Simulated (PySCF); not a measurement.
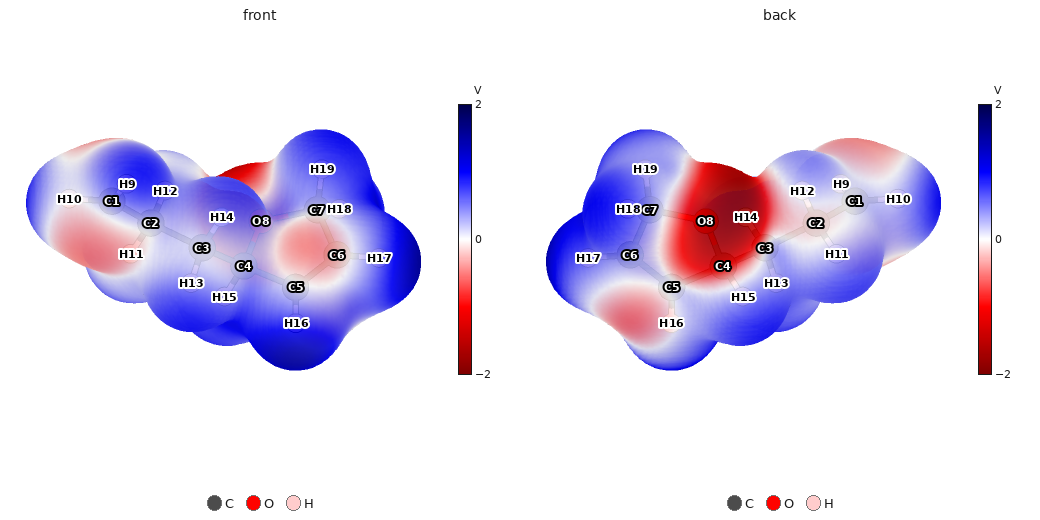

C7H11O (doublet). The electrostatic potential painted on the density surface at 0.004 e/bohr³, seen from the front and from behind; the colour scale runs from red (negative) to blue (positive).

Geometry: GFN2-xTB.

Theory: PySCF 2.14.0, density-fitted response routines, UKS B3LYP, pcH-1 on C H O, non-relativistic, mean-field spin-orbit, GIAO.

```xyz
19

C     3.0555    0.4592    0.8184
C     1.9342   -0.3458    0.3118
C     0.7691    0.5089   -0.1944
C    -0.4271   -0.3626   -0.6103
C    -1.5970    0.4763   -1.0361
C    -2.5991    0.3059   -0.1930
C    -2.2090   -0.6936    0.8509
O    -0.9136   -1.1359    0.4836
H     2.8761    1.4060    1.2890
H     4.0549    0.0716    0.8119
H     2.2783   -1.0156   -0.4827
H     1.5300   -0.9966    1.1055
H     1.0877    1.1027   -1.0530
H     0.4472    1.1903    0.5956
H    -0.1055   -1.0578   -1.4004
H    -1.5499    1.1240   -1.8906
H    -3.5645    0.7755   -0.1980
H    -2.8876   -1.5565    0.8756
H    -2.1897   -0.2467    1.8568
```

Question: Which sites attract a positive test charge, and which a negative one?

Answer: A positive charge is drawn to the negative regions and a negative charge to the positive ones. The most negative region (about −1.8 V) lies over O8, the most positive (about +1.5 V) over H16 and H17. O8 is the likeliest acceptor of a hydrogen bond.
